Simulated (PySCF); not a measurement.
**C6H13N: NMR shielding calculation**

C6H13N, SMILES CC1(C)CCNC1, computed with GIAO CAM-B3LYP/pcSseg-1 NMR shielding, non-relativistic, IEF-PCM acetone (PySCF 2.14.0).

The geometry comes from this level: GFN2-xTB. Figures and captions count atoms from 1; the log counts them from 0 in places.

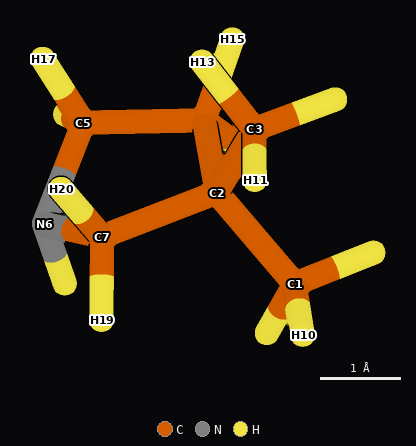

Figure 1. The structure as given in the input (stick view, seen at a tilt; atoms are numbered from 1 in the order of the input). Bond lengths as drawn: C–C 1.53 to 1.56 Å, C–H 1.09 Å, C–N 1.45 Å and H–N 1.02 Å.

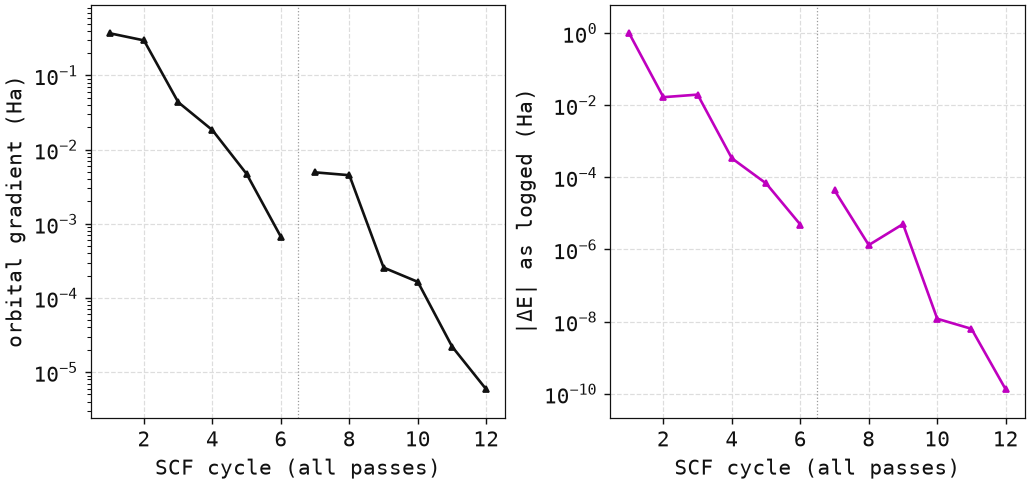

Figure 2. Convergence of the self-consistent field: orbital gradient and size of the energy change against the SCF cycle. The dotted line marks the change from a coarse to the final integration grid. The first 6 cycles use a coarse grid, the final grid takes over at cycle 7, and the field converges after 12 cycles in all.

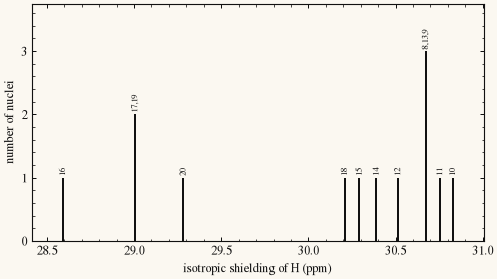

Figure 3. Isotropic shieldings of the hydrogen nuclei in this fixed geometry, labelled by atom number; shielding grows to the right, so chemical shift grows to the left. The least shielded is H16 (28.6 ppm), the most shielded H10 (30.8 ppm).

The input and output of the run follow.

## The input
```
{"job": {"kind": "nmr", "xc": "CAM-B3LYP", "basis": "pcSseg-1", "solvent": "acetone", "pop": false}, "charge": 0, "multiplicity": 1}
C      1.362205    -1.143590     0.373656
C      0.474902     0.023565    -0.060789
C      1.319685     1.064858    -0.790795
C     -0.703272    -0.471487    -0.931993
C     -1.961931     0.010623    -0.186292
N     -1.589510     0.110760     1.215681
C     -0.240361     0.649175     1.170601
H      0.791083    -1.871598     0.947545
H      1.783203    -1.646480    -0.495164
H      2.183289    -0.787533     0.993050
H      2.075370     1.474626    -0.123418
H      1.823701     0.616038    -1.644502
H      0.696758     1.882135    -1.147744
H     -0.699498    -1.560614    -0.995773
H     -0.657776    -0.073394    -1.943812
H     -2.819453    -0.648540    -0.317634
H     -2.238034     1.014264    -0.523849
H     -1.565974    -0.821745     1.620910
H      0.286148     0.457744     2.104798
H     -0.325682     1.731872     1.036790
```

The first line tells a small driver script what to run in PySCF; the rest is the geometry in Å.

Launch command:
```bash
OMP_NUM_THREADS=1 python <driver script> task.json out
```

## Output
```
coarse grid: 15640 points
cycle   1  E = -290.9176122175  dE =  9.802e-01  |g| = 3.704e-01  |ddm| = 3.789e+00
cycle   2  E = -290.9341959666  dE = -1.658e-02  |g| = 2.970e-01  |ddm| = 5.602e-01
cycle   3  E = -290.9537253759  dE = -1.953e-02  |g| = 4.361e-02  |ddm| = 2.520e-01
cycle   4  E = -290.9540605307  dE = -3.352e-04  |g| = 1.830e-02  |ddm| = 4.101e-02
cycle   5  E = -290.9541281382  dE = -6.761e-05  |g| = 4.692e-03  |ddm| = 1.756e-02
cycle   6  E = -290.9541330124  dE = -4.874e-06  |g| = 6.664e-04  |ddm| = 4.707e-03
final grid: 148080 points
cycle   7  E = -291.0143671973  dE = -4.309e-05  |g| = 4.937e-03  |ddm| = 2.120e-02
cycle   8  E = -291.0143685143  dE = -1.317e-06  |g| = 4.518e-03  |ddm| = 8.647e-03
cycle   9  E = -291.0143735516  dE = -5.037e-06  |g| = 2.566e-04  |ddm| = 3.895e-03
cycle  10  E = -291.0143735635  dE = -1.191e-08  |g| = 1.647e-04  |ddm| = 4.295e-04
cycle  11  E = -291.0143735698  dE = -6.269e-09  |g| = 2.213e-05  |ddm| = 1.366e-04
cycle  12  E = -291.0143735699  dE = -1.311e-10  |g| = 5.847e-06  |ddm| = 3.365e-05
converged SCF energy = -291.0143735699

GIAO shielding tensors (ppm)
atom      isotropic    diamagn.    paramagn.     s11        s22        s33       span
  0 C      152.736     246.222     -93.486    131.098    144.989    182.120     51.021
  1 C      143.860     246.489    -102.628    113.776    158.236    159.569     45.793
  2 C      154.672     245.550     -90.878    139.282    143.011    181.723     42.441
  3 C      138.374     248.655    -110.282    111.292    135.711    168.118     56.826
  4 C      131.916     246.934    -115.018     89.822    136.486    169.441     79.619
  5 N      207.375     324.223    -116.848    162.146    225.535    234.443     72.298
  6 C      117.659     246.827    -129.168     81.671    122.432    148.873     67.202
  7 H       30.635      31.780      -1.145     26.537     29.137     36.230      9.693
  8 H       30.702      31.092      -0.390     26.780     28.407     36.920     10.139
  9 H       30.828      31.139      -0.311     26.934     28.026     37.523     10.589
 10 H       30.754      30.768      -0.014     26.727     28.300     37.236     10.509
 11 H       30.514      30.786      -0.272     26.683     27.934     36.924     10.241
 12 H       30.680      31.245      -0.565     26.452     28.916     36.671     10.219
 13 H       30.390      32.809      -2.419     25.712     29.821     35.636      9.923
 14 H       30.293      32.457      -2.164     26.252     29.168     35.459      9.207
 15 H       28.592      29.374      -0.782     23.770     26.567     35.438     11.669
 16 H       28.993      30.463      -1.470     23.596     27.572     35.812     12.216
 17 H       30.208      34.191      -3.983     23.601     27.471     39.552     15.950
 18 H       29.018      31.860      -2.842     25.049     28.455     33.552      8.503
 19 H       29.283      32.039      -2.757     23.535     29.805     34.509     10.973
```

## Summary

| quantity | value |
| --- | --- |
| outcome | converged |
| total energy | −291.014374 hartree |
| HOMO | −7.91 eV |
| LUMO | 2.34 eV |
| dipole moment | 1.71 D |
| isotropic shielding, C | 117.7 to 154.7 ppm |
| isotropic shielding, N | 207.4 ppm |
| isotropic shielding, H | 28.6 to 30.8 ppm |
| hardware | 1 CPU thread, shared host |
| wall time | 36 s |
| peak memory | 1.1 GiB |
